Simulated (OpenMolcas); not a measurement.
**Multiconfigurational calculation for Ru³⁺**

- system: Ru³⁺.
- method: state-averaged SS-CASPT2, IPEA shift 0.25, imaginary shift 0.1 hartree, closed shells 4s 4p correlated, active space 5 electrons in the shell 4d, basis ANO-RCC-VTZP, DKH2 scalar Hamiltonian, spin-orbit coupling by RASSI with atomic mean-field integrals (OpenMolcas)

## Results in brief

- outcome: converged; degenerate states are split by up to 222 cm⁻¹
- lowest level: 4d⁵ ⁶S₅/₂
- first excited level: 4d⁵ ⁴G₅/₂, 23,845 cm⁻¹
- energy of the lowest spin-free term: −4525.95673 hartree
- energy of the lowest spin-orbit level: −4525.95786 hartree
- CASPT2 correlation energy: −0.3625 hartree
- largest spread among components of a term: 222.3 cm⁻¹
- lowest reference weight: 0.927
- hardware: 1 CPU thread, shared host
- wall time: 22 s

## Remarks

The components of ⁴F, which symmetry makes degenerate, are split by 222 cm⁻¹ in CASPT2, and those of 9 more by over 50 cm⁻¹. This is an artefact; the levels of such states rest on averages and are uncertain by about as much. The run is of multi-state type; this report uses its single-state energies. Limits: only configurations of the active space are included.

## Input file
```
&GATEWAY
Coord
1

Ru 0.0 0.0 0.0
Basis=ANO-RCC-VTZP
Group=XYZ
NoMove
AngMom=0.0 0.0 0.0
AMFI
&SEWARD
&RASSCF
FileOrb=start.orb
Symmetry=1
Spin=6
nActEl=5 0 0
Inactive=9 9
Ras2=5 0
CIRoot=1 1 1
SDav=1
CIMx=300
Iter=120 100
PrWF=0.3
OrbListing=Nothing
MaxOrb=0
Atom
>>> COPY $Project.JobIph JOB001
&RASSCF
FileOrb=start.orb
Symmetry=1
Spin=4
nActEl=5 0 0
Inactive=9 9
Ras2=5 0
CIRoot=24 24 1
SDav=24
CIMx=300
Iter=120 100
PrWF=0.3
OrbListing=Nothing
MaxOrb=0
Atom
>>> COPY $Project.JobIph JOB002
&RASSCF
FileOrb=start.orb
Symmetry=1
Spin=2
nActEl=5 0 0
Inactive=9 9
Ras2=5 0
CIRoot=75 75 1
SDav=75
CIMx=300
Iter=120 100
PrWF=0.3
OrbListing=Nothing
MaxOrb=0
Atom
>>> COPY $Project.JobIph JOB003
&RASSI
NrOfJobIphs=3 1 24 75
1
1 2 3 4 5 6 7 8 9 10 11 12 13 14 15 16 17 18 19 20 21 22 23 24
1 2 3 4 5 6 7 8 9 10 11 12 13 14 15 16 17 18 19 20 21 22 23 24 25 26 27
28 29 30 31 32 33 34 35 36 37 38 39 40 41 42 43 44 45 46 47 48 49 50 51
52 53 54 55 56 57 58 59 60 61 62 63 64 65 66 67 68 69 70 71 72 73 74 75
IphNames
JOB001
JOB002
JOB003
EJob
SpinOrbit
DIPRint=1.0
SOCoupling=1000.0
Subsets=2
MEES
Property=10
'ANGMOM' 1 'ANGMOM' 2 'ANGMOM' 3 'MLTPL  1' 1 'MLTPL  1' 2 'MLTPL  1' 3
'AMFI' 1 'AMFI' 2 'AMFI' 3 'MLTPL  2' 6
SOProperty=3
'ANGMOM' 1 'ANGMOM' 2 'ANGMOM' 3
>>> COPY JOB001 $Project.JobIph
&CASPT2
Multistate=1 1
Frozen=8 6
IPEA=0.25
Imaginary=0.1
MaxIter=60
WThr=0.0 0.3 0.05
PrWF=0.5
NoMix
>>> COPY JOB002 $Project.JobIph
&CASPT2
Multistate=24 1 2 3 4 5 6 7 8 9 10 11 12 13 14 15 16 17 18 19 20 21 22
23 24
Frozen=8 6
IPEA=0.25
Imaginary=0.1
MaxIter=60
WThr=0.0 0.3 0.05
PrWF=0.5
NoMix
>>> COPY JOB003 $Project.JobIph
&CASPT2
Multistate=75 1 2 3 4 5 6 7 8 9 10 11 12 13 14 15 16 17 18 19 20 21 22
23 24 25 26 27 28 29 30 31 32 33 34 35 36 37 38 39 40 41 42 43 44 45 46
47 48 49 50 51 52 53 54 55 56 57 58 59 60 61 62 63 64 65 66 67 68 69 70
71 72 73 74 75
NoMult
Frozen=8 6
IPEA=0.25
Imaginary=0.1
MaxIter=60
WThr=0.0 0.3 0.05
PrWF=0.5
NoMix
```

The file start.orb holds starting orbitals from an earlier step. A driver script formed the levels outside the program, from RASSI's spin-orbit matrix and the CASPT2 energies (for multi-state variants, the effective Hamiltonian), averaged over the components of each term or state. The log and the time are those of the CASPT2 step.

Launched with:
```bash
OMP_NUM_THREADS=1 MOLCAS_MEM=1689 MOLCAS_PROJECT=a pymolcas a.inp > a.log  # once for each step of the input, in one work folder
```

## Output (extracts)
```
--- CASPT2 ---
Orbital specifications:
      -----------------------

      Symmetry species                           1   2
                                                ag  au
      Frozen orbitals                            8   6
      Inactive orbitals                          1   3
      Active orbitals                            5   0
      Secondary orbitals                        22  23
      Deleted orbitals                           0   0
      Number of basis functions                 36  32
Type of calculation                        SS-CASPT2
      Fock operator                              state-specific
      IPEA shift                                 0.25
      Real shift                                 0.00
      Imaginary shift                            0.10
      The input orbitals will be transformed to quasi-canonical
Reference energy:       -4525.5942268940
      E2 (Non-variational):      -0.3623829068
      Shift correction:          -0.0001211185
      E2 (Variational):          -0.3625040253
      Total energy:           -4525.9567309193
      Residual norm:              0.0000002236
      Reference weight:           0.94243
      Contributions to the CASPT2 correlation energy
      Active & Virtual Only:         -0.0646271878
      One Inactive Excited:          -0.1867855338
      Two Inactive Excited:          -0.1109701852
::    CASPT2 Root  1     Total energy:  -4525.95673092
--- CASPT2 ---
Orbital specifications:
      -----------------------

      Symmetry species                           1   2
                                                ag  au
      Frozen orbitals                            8   6
      Inactive orbitals                          1   3
      Active orbitals                            5   0
      Secondary orbitals                        22  23
      Deleted orbitals                           0   0
      Number of basis functions                 36  32
Type of calculation                        MS-CASPT2
      Fock operator                              state-specific
      IPEA shift                                 0.25
      Real shift                                 0.00
      Imaginary shift                            0.10
      The input orbitals will be transformed to quasi-canonical
Reference energy:       -4525.4679621366
      E2 (Non-variational):      -0.3787513112
      Shift correction:          -0.0001414164
      E2 (Variational):          -0.3788927276
      Total energy:           -4525.8468548643
      Residual norm:              0.0000001116
      Reference weight:           0.93819
      Contributions to the CASPT2 correlation energy
      Active & Virtual Only:         -0.0733733968
      One Inactive Excited:          -0.1949319200
      Two Inactive Excited:          -0.1104459944
Reference energy:       -4525.4679621366
      E2 (Non-variational):      -0.3788290316
      Shift correction:          -0.0001410655
      E2 (Variational):          -0.3789700971
      Total energy:           -4525.8469322337
      Residual norm:              0.0000001158
      Reference weight:           0.93816
      Contributions to the CASPT2 correlation energy
      Active & Virtual Only:         -0.0734221190
      One Inactive Excited:          -0.1949453721
      Two Inactive Excited:          -0.1104615404
::    CASPT2 Root  1     Total energy:  -4525.84685486
::    CASPT2 Root  2     Total energy:  -4525.84693223
::    CASPT2 Root  3     Total energy:  -4525.84673584
::    CASPT2 Root  4     Total energy:  -4525.84695303
::    CASPT2 Root  5     Total energy:  -4525.84683315
::    CASPT2 Root  6     Total energy:  -4525.84682573
::    CASPT2 Root  7     Total energy:  -4525.84691663
::    CASPT2 Root  8     Total energy:  -4525.84678935
::    CASPT2 Root  9     Total energy:  -4525.84685363
::    CASPT2 Root 10     Total energy:  -4525.82996562
::    CASPT2 Root 11     Total energy:  -4525.82991504
::    CASPT2 Root 12     Total energy:  -4525.82997510
::    CASPT2 Root 13     Total energy:  -4525.82658495
::    CASPT2 Root 14     Total energy:  -4525.82671722
::    CASPT2 Root 15     Total energy:  -4525.82668172
::    CASPT2 Root 16     Total energy:  -4525.82665869
::    CASPT2 Root 17     Total energy:  -4525.82672470
::    CASPT2 Root 18     Total energy:  -4525.77670353
::    CASPT2 Root 19     Total energy:  -4525.77661202
::    CASPT2 Root 20     Total energy:  -4525.77761036
::    CASPT2 Root 21     Total energy:  -4525.77667869
::    CASPT2 Root 22     Total energy:  -4525.77659726
::    CASPT2 Root 23     Total energy:  -4525.77674017
::    CASPT2 Root 24     Total energy:  -4525.77684467
::    MS-CASPT2 Root  1     Total energy:  -4525.84753492
::    MS-CASPT2 Root  2     Total energy:  -4525.84726671
::    MS-CASPT2 Root  3     Total energy:  -4525.84711925
::    MS-CASPT2 Root  4     Total energy:  -4525.84700360
::    MS-CASPT2 Root  5     Total energy:  -4525.84683898
::    MS-CASPT2 Root  6     Total energy:  -4525.84670376
--- CASPT2 ---
Orbital specifications:
      -----------------------

      Symmetry species                           1   2
                                                ag  au
      Frozen orbitals                            8   6
      Inactive orbitals                          1   3
      Active orbitals                            5   0
      Secondary orbitals                        22  23
      Deleted orbitals                           0   0
      Number of basis functions                 36  32
Type of calculation                        SS-CASPT2
      Fock operator                              state-specific
      IPEA shift                                 0.25
      Real shift                                 0.00
      Imaginary shift                            0.10
      The input orbitals will be transformed to quasi-canonical
Reference energy:       -4525.4133236099
      E2 (Non-variational):      -0.3808103109
      Shift correction:          -0.0001367398
      E2 (Variational):          -0.3809470507
      Total energy:           -4525.7942706606
      Residual norm:              0.0000000485
      Reference weight:           0.93815
      Contributions to the CASPT2 correlation energy
      Active & Virtual Only:         -0.0708926632
      One Inactive Excited:          -0.2040880647
      Two Inactive Excited:          -0.1058295829
Reference energy:       -4525.4133236099
      E2 (Non-variational):      -0.3809178546
      Shift correction:          -0.0001371845
      E2 (Variational):          -0.3810550391
      Total energy:           -4525.7943786490
      Residual norm:              0.0000000499
      Reference weight:           0.93809
      Contributions to the CASPT2 correlation energy
      Active & Virtual Only:         -0.0709307428
      One Inactive Excited:          -0.2041796480
      Two Inactive Excited:          -0.1058074637
::    CASPT2 Root  1     Total energy:  -4525.79427066
::    CASPT2 Root  2     Total energy:  -4525.79437865
::    CASPT2 Root  3     Total energy:  -4525.79428072
::    CASPT2 Root  4     Total energy:  -4525.79426493
::    CASPT2 Root  5     Total energy:  -4525.79414367
::    CASPT2 Root  6     Total energy:  -4525.79414377
::    CASPT2 Root  7     Total energy:  -4525.79417735
::    CASPT2 Root  8     Total energy:  -4525.79413665
::    CASPT2 Root  9     Total energy:  -4525.79404025
::    CASPT2 Root 10     Total energy:  -4525.79437005
::    CASPT2 Root 11     Total energy:  -4525.79413169
::    CASPT2 Root 12     Total energy:  -4525.79396329
::    CASPT2 Root 13     Total energy:  -4525.79453581
::    CASPT2 Root 14     Total energy:  -4525.77899682
::    CASPT2 Root 15     Total energy:  -4525.77915160
::    CASPT2 Root 16     Total energy:  -4525.77905489
::    CASPT2 Root 17     Total energy:  -4525.77904782
::    CASPT2 Root 18     Total energy:  -4525.77899343
::    CASPT2 Root 19     Total energy:  -4525.77288980
::    CASPT2 Root 20     Total energy:  -4525.77331762
::    CASPT2 Root 21     Total energy:  -4525.77314739
::    CASPT2 Root 22     Total energy:  -4525.77313521
::    CASPT2 Root 23     Total energy:  -4525.77286374
::    CASPT2 Root 24     Total energy:  -4525.77286733
::    CASPT2 Root 25     Total energy:  -4525.77314010
::    CASPT2 Root 26     Total energy:  -4525.75837089
::    CASPT2 Root 27     Total energy:  -4525.75851294
::    CASPT2 Root 28     Total energy:  -4525.75857934
::    CASPT2 Root 29     Total energy:  -4525.75848560
::    CASPT2 Root 30     Total energy:  -4525.75842734
```

## Spin-orbit levels, grouped by J and assigned (the lowest 25)

```csv
Configuration,Level,E (cm⁻¹),LS purity (%),Landé g
4d⁵,⁶S₅/₂,0,99,1.999
4d⁵,⁴G₅/₂,"23,850",96,0.587
4d⁵,⁴G₇/₂,"24,070",98,0.989
4d⁵,⁴G₁₁/₂,"24,150",99,1.271
4d⁵,⁴G₉/₂,"24,210",99,1.172
4d⁵,⁴P₅/₂,"26,200",56,1.489
4d⁵,⁴P₃/₂,"26,650",59,1.511
4d⁵,⁴P₁/₂,"27,360",71,1.904
4d⁵,⁴D₇/₂,"28,480",97,1.422
4d⁵,⁴D₁/₂,"29,330",71,0.760
4d⁵,⁴D₅/₂,"29,870",59,1.449
4d⁵,⁴D₃/₂,"29,890",59,1.407
4d⁵,²I₁₁/₂,"35,410",94,0.933
4d⁵,²I₁₃/₂,"35,910",100,1.077
4d⁵,"J = 5/2 (even, mixed)","37,390",53,1.078
4d⁵,²D₃/₂,"38,170",57,0.638
4d⁵,⁴F₉/₂,"39,120",82,1.292
4d⁵,⁴F₇/₂,"39,150",70,1.192
4d⁵,⁴F₅/₂,"39,760",84,1.015
4d⁵,²F₇/₂,"40,800",72,1.154
4d⁵,⁴F₃/₂,"40,950",57,0.577
4d⁵,"J = 9/2 (even, mixed)","42,400",45,1.050
4d⁵,"J = 5/2 (even, mixed)","43,150",48,0.998
4d⁵,²G₇/₂,"43,440",87,0.922
4d⁵,²H₁₁/₂,"44,480",93,1.083
```

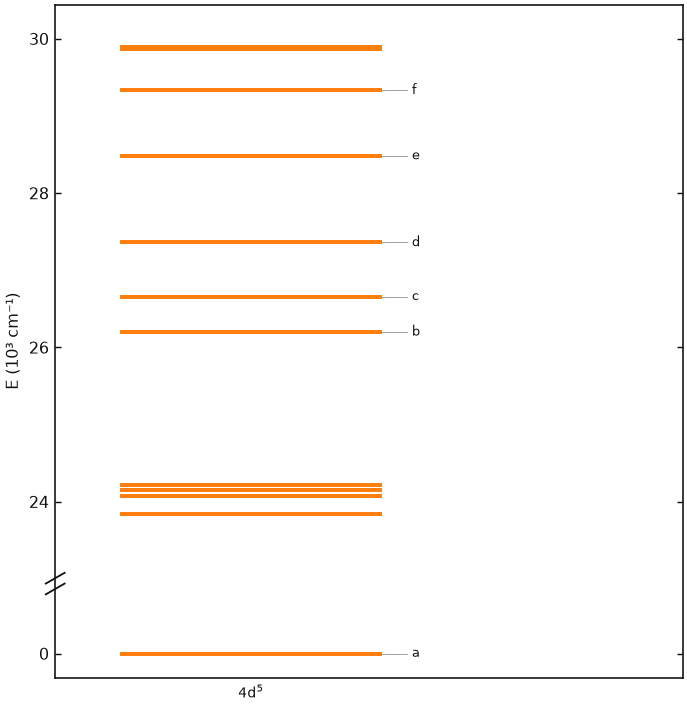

**Figure 1.** The lowest computed levels of Ru³⁺ (ruthenium, Z = 44), 6 of them lettered. a: 4d⁵ ⁶S₅/₂ at 0; b: 4d⁵ ⁴P₅/₂ at 26,200 cm⁻¹; c: 4d⁵ ⁴P₃/₂ at 26,700 cm⁻¹; d: 4d⁵ ⁴P₁/₂ at 27,400 cm⁻¹; e: 4d⁵ ⁴D₇/₂ at 28,500 cm⁻¹; f: 4d⁵ ⁴D₁/₂ at 29,300 cm⁻¹.
